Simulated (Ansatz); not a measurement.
The figure comes from a scan of CsPbCl₃ (cubic perovskite): one Cs atom of a 5-atom cell moves by u along (1.00, 0.00, 0.00) and v along (0.00, 0.00, 1.00). Method: r2SCAN (plane waves to 500 eV, PAW, scalar-relativistic; Ansatz, a program for electronic structure). k mesh 5×5×5 (Γ-centred), Fermi-Dirac smearing 0.05 eV. Energies are smeared free energies. CsPbCl3 was relaxed with its symmetry unable to fall. Spin-orbit coupling is left out, though Pb is heavy. The PAW data are Ansatz's earlier set. This is a high-temperature form of CsPbCl3. ΔE is measured from the undisplaced structure. Axes are in Å.

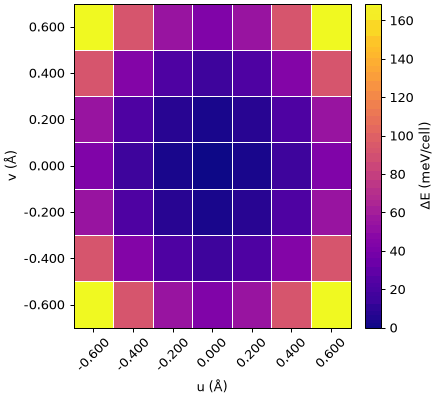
Fig. 1. ΔE (meV/cell), one tile a computed point.

Task: Read the plotted values off the figure, to the accuracy that the plot allows.

Result: To the nearest 20:

ΔE (meV/cell), with u across and v down:

```csv
v \ u,-0.600,-0.400,-0.200,0.000,0.200,0.400,0.600
-0.600,160,100,60,40,60,100,160
-0.400,100,40,20,20,20,40,100
-0.200,60,20,0,0,0,20,60
0.000,40,20,0,0,0,20,40
0.200,60,20,0,0,0,20,60
0.400,100,40,20,20,20,40,100
0.600,160,100,60,40,60,100,160
```

(A displaced cell: forces are minus the slopes of the energy, force constants its curvatures, and phonons follow from these.)
